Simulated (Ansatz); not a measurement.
H4S2Si (SMILES [SiH3]SS)

```yaml
atoms:
  - { symbol: Si, position_ang: [-0.8342, 0.5310, -0.2103] }
  - { symbol: S, position_ang: [0.4248, -0.0725, 1.4358] }
  - { symbol: S, position_ang: [1.3994, -1.6480, 0.4555] }
  - { symbol: H, position_ang: [-1.6939, -0.6038, -0.6512] }
  - { symbol: H, position_ang: [-0.0015, 1.0057, -1.3533] }
  - { symbol: H, position_ang: [-1.6728, 1.6513, 0.3130] }
  - { symbol: H, position_ang: [2.4396, -0.9318, -0.0351] }
```

Computed with RKS PBE0-D4/def2-SVP (Ansatz).

Predict the electron density and electron localisation function between the atoms.

Answer. S–S (2.10 Å): ρ at the midpoint is about 0.88 e/Å³; the ELF peaks at about 0.85 between the atoms, as expected for a covalent bond.
Si–S (2.16 Å): ρ is about 0.8 e/Å³ halfway; the ELF peaks at about 0.95 between the atoms (localised, covalent bonding).
Si–H (1.49 Å): the density is about 0.77 e/Å³ at the midpoint; the ELF climbs to about 1 towards the hydrogen, as it does in any bond to H.

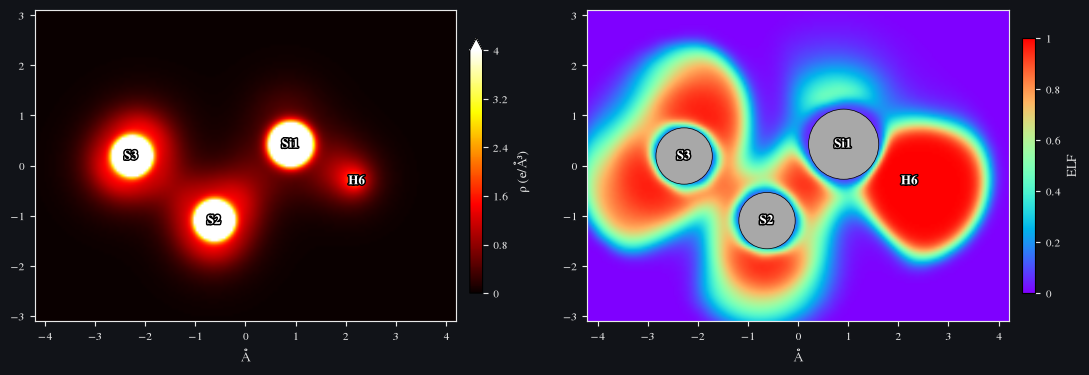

Computed electron density and electron localisation function on the plane of atoms Si1, S2 and S3, in this order. Grey discs cover the atomic cores in the ELF map. 
